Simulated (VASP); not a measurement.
# Te2Mo: accuracy against cost in the number of MPI ranks and k-mesh, part 3 of 3

A convergence test on Te2Mo: the number of MPI ranks and k-mesh. The series runs use LDA. The start is a cell from a database of measured crystal structures.

VASP 6.6.1; LDA; plane waves and PAW (Te, Mo_sv).

Still holding for the runs below: This run has no spin polarisation, although Mo can carry a moment. Spin-orbit coupling is off here; with elements this heavy it splits and shifts levels by tenths of an eV or more.

So far. Step 12 (K-mesh: 9 9 2): Against the run before the energy moves by -0.14 meV an atom and the pressure by +0.01 GPa, after 14 cycles in 10 s.

**13. K-mesh: 11 11 3**

The input, INCAR:

```
SYSTEM = Te2Mo
PREC = Accurate
ENCUT = 400
EDIFF = 1E-06
NELM = 100
ISMEAR = -1
SIGMA = 0.05
LREAL = .FALSE.
ALGO = Normal
GGA = CA
NBANDS = 32
LASPH = .TRUE.
LORBIT = 11
LWAVE = .FALSE.
LCHARG = .FALSE.
KPAR = 8
ISIF = 2
```

The input, POSCAR:

```
Te2Mo
1.0
    3.5182000000      0.0000000000      0.0000000000
   -1.7591000000      3.0468505756      0.0000000000
    0.0000000000      0.0000000000     13.9736000000
Te Mo
4 2
Direct
    0.3333333333      0.6666666667      0.6210000000
    0.6666666667      0.3333333333      0.1210000000
    0.3333333333      0.6666666667      0.8790000000
    0.6666666667      0.3333333333      0.3790000000
    0.3333333333      0.6666666667      0.2500000000
    0.6666666667      0.3333333333      0.7500000000
```

The input, KPOINTS:

```
Automatic mesh
0
Gamma
11 11 3
0 0 0
```

The projector-augmented-wave data sets are Te and Mo_sv (PBE family, release 64).

Command:

```bash
$ mpirun -np 8 vasp_std
```

Log:

```text
[... set-up lines as in an earlier step ...]
 entering main loop
       N       E                     dE             d eps       ncg     rms          rms(c)
DAV:   1     0.319531058697E+03    0.31953E+03   -0.24397E+04  2560   0.119E+03
DAV:   2    -0.247402464625E+02   -0.34427E+03   -0.33594E+03  2592   0.302E+02
DAV:   3    -0.425218208348E+02   -0.17782E+02   -0.17456E+02  2560   0.580E+01
DAV:   4    -0.429579413254E+02   -0.43612E+00   -0.43489E+00  2456   0.939E+00
[...]
DAV:  12    -0.413458609504E+02    0.48039E-04   -0.20885E-04  2416   0.769E-02    0.160E-01
DAV:  13    -0.413458195552E+02    0.41395E-04   -0.14844E-04  2656   0.628E-02    0.608E-02
DAV:  14    -0.413458192114E+02    0.34374E-06   -0.53457E-06  2160   0.103E-02
   1 F= -.41345819E+02 E0= -.41345800E+02  d E =-.376900E-04
```

It took 13 s on 8 MPI ranks of Intel Xeon Platinum 8488C (Sapphire Rapids), shared host; peak memory 2 GiB; 86 s of CPU time.

From OUTCAR (step 13):

```text
  Total       -2.5890626     -2.5890626     -2.3401305      0.0000000      0.0000000     -0.0000000
  in kB      -27.6932002    -27.6932002    -25.0305658      0.0000000      0.0000000     -0.0000000
  external PRESSURE =     -26.8056554 kB  Pullay stress =       0.0000000 kB

 POSITION                                       TOTAL-FORCE (eV/Angst)
 -----------------------------------------------------------------------------------
     -0.00000      2.03123      8.67761        -0.000000     -0.000000      0.199527
      1.75910      1.01562      1.69081        -0.000000      0.000000      0.199527
     -0.00000      2.03123     12.28279        -0.000000     -0.000000     -0.199527
      1.75910      1.01562      5.29599        -0.000000      0.000000     -0.199527
     -0.00000      2.03123      3.49340        -0.000000     -0.000000      0.000000
      1.75910      1.01562     10.48020         0.000000      0.000000      0.000000
 -----------------------------------------------------------------------------------
    total drift:                               -0.000000      0.000000     -0.000000

  FREE ENERGIE OF THE ION-ELECTRON SYSTEM (eV)
  ---------------------------------------------------
  free  energy   TOTEN  =       -41.3458192114 eV

  energy  without entropy=      -41.3457815214  energy(sigma->0) =      -41.34580037

[... 1 part as in an earlier step ...]

[... 2 further parts left out ...]
[key lines of the parts left out:]
E-fermi :   8.2285
```

Against the run before the energy moves by -0.10 meV an atom and the pressure by -0.01 GPa, after 14 cycles in 13 s.

**14. K-mesh: 13 13 3**

INCAR is that of step 13.

POSCAR is that of step 13.

The input, KPOINTS:

```
Automatic mesh
0
Gamma
13 13 3
0 0 0
```

Command:

```bash
$ mpirun -np 8 vasp_std
```

Log:

```text
[... set-up lines as in an earlier step ...]
 entering main loop
       N       E                     dE             d eps       ncg     rms          rms(c)
DAV:   1     0.330671594131E+03    0.33067E+03   -0.24080E+04  3280   0.118E+03
DAV:   2    -0.243653746908E+02   -0.35504E+03   -0.34681E+03  3432   0.306E+02
DAV:   3    -0.425408493750E+02   -0.18175E+02   -0.17950E+02  3384   0.595E+01
DAV:   4    -0.429578355096E+02   -0.41699E+00   -0.41590E+00  3216   0.918E+00
[...]
DAV:  14    -0.413458670450E+02    0.10942E-05   -0.53725E-06  2824   0.101E-02    0.461E-02
DAV:  15    -0.413458658422E+02    0.12028E-05   -0.18072E-06  2304   0.716E-03    0.227E-02
DAV:  16    -0.413458653175E+02    0.52471E-06   -0.17256E-06  2176   0.542E-03
   1 F= -.41345865E+02 E0= -.41345846E+02  d E =-.393381E-04
```

Elapsed: 19 s, on 8 MPI ranks; peak memory 2.3 GiB; 2.1 min of CPU time.

From OUTCAR (step 14):

```text
  Total       -2.5558560     -2.5558560     -2.3017882      0.0000000      0.0000000      0.0000000
  in kB      -27.3380149    -27.3380149    -24.6204485      0.0000000      0.0000000      0.0000000
  external PRESSURE =     -26.4321594 kB  Pullay stress =       0.0000000 kB

 POSITION                                       TOTAL-FORCE (eV/Angst)
 -----------------------------------------------------------------------------------
     -0.00000      2.03123      8.67761        -0.000000     -0.000000      0.200239
      1.75910      1.01562      1.69081         0.000000     -0.000000      0.200239
     -0.00000      2.03123     12.28279         0.000000     -0.000000     -0.200239
      1.75910      1.01562      5.29599         0.000000     -0.000000     -0.200239
     -0.00000      2.03123      3.49340        -0.000000      0.000000      0.000000
      1.75910      1.01562     10.48020         0.000000     -0.000000      0.000000
 -----------------------------------------------------------------------------------
    total drift:                               -0.000000      0.000000     -0.000000

  FREE ENERGIE OF THE ION-ELECTRON SYSTEM (eV)
  ---------------------------------------------------
  free  energy   TOTEN  =       -41.3458653175 eV

  energy  without entropy=      -41.3458259794  energy(sigma->0) =      -41.34584565

[... 1 part as in an earlier step ...]

[... 2 further parts left out ...]
[key lines of the parts left out:]
E-fermi :   8.2259
```

Against the run before the energy moves by -0.01 meV an atom and the pressure by +0.04 GPa, after 16 cycles in 19 s.

**15. The k-mesh series as a table**

This step: convergence of LDA results with the mesh; plane waves and PAW (VASP 6.6.1).

This step runs nothing: it gathers the runs above.

Differences are taken from the run with 13 13 3. Results of the series, by row:

```
setting     status  energy less the reference (meV/atom)  pressure (GPa)  largest force difference (meV/Å)  gap (eV)  SCF cycles  wall time (s)
  2 2 1  converged                                 269.2          -1.573                             76.03     1.082          15            2.8
  3 3 1  converged                                -24.43           -3.04                             302.8    0.9862          14            2.6
  4 4 1  converged                                -9.842          -2.697                             33.83    0.9138          14            3.2
  5 5 1  converged                                 10.12          -2.426                             41.74    0.6705          16            3.6
  6 6 2  converged                                0.2406          -2.681                             4.736    0.7885          14            7.4
  9 9 2  converged                                0.1049          -2.675                             0.323    0.7444          14           10.2
11 11 3  converged                              0.007547          -2.681                             0.712    0.6976          14           12.6
13 13 3  converged                                     0          -2.643                                 0    0.7041          16           18.6
```

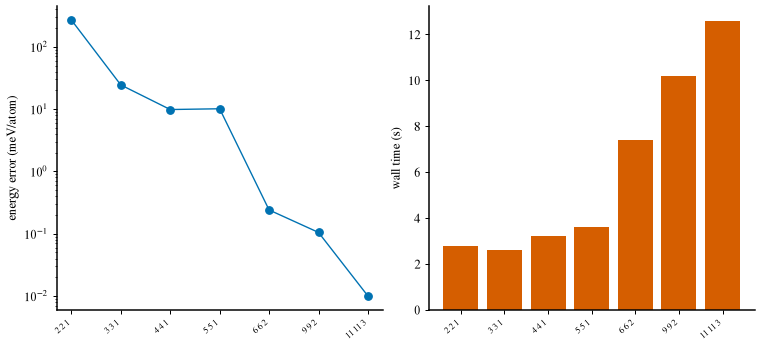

The energy error in size, against the reference run (errors under 0.01 are drawn at 0.01), and the wall time by setting.

**16. Results**

| Quantity | Value |
| --- | --- |
| wall time from fewest to most ranks | 34 s to 8.8 s |
| k-mesh from which the energy stays within 10 meV/atom of the reference | 6 6 2 |
| k-mesh from which the energy stays within 1 meV/atom of the reference | 6 6 2 |
| k-mesh from which the pressure stays within 0.2 GPa of the reference | 6 6 2 |
| spread of the pressure over the k-mesh | 1.47 GPa |
| spread of the energy over the k-mesh | 294 meV/atom |

On 8 ranks the run uses the cores at 48 % of the efficiency of 1. From 6 6 2 on, the energy stays within 1 meV an atom of the reference, at 40 % of its time. The pressure holds within 0.2 GPa from 6 6 2 on. The energy swings above and below the reference, since the sum over k-points is not variational. The gap in the table jumps with the points that each mesh happens to hold, and is no measure of convergence. Differences are taken from the run with 13 13 3, which is itself not the exact limit. Going from 1 ranks to 8 ranks shortens the run by a factor of 3.9; on a shared host such times are rough. The run at 2 2 1 is over 30 meV an atom or 2 GPa off and describes the material poorly.

[Lines on the potential files, build, host, timing and source positions are cut from VASP's logs without a mark.]

[Logs are printed without paths, hosts, clocks, repeated set-up lines and the standing remarks that a program may print on its own settings, such as how far it seeks lower states.]

[Hosts, paths, dates, database ids (printed as entryN), source tags and the programs' standing remarks are cut or masked in the printed files.]

[A measured line is paired with the nearest computed mode of its activity, which favours agreement.]
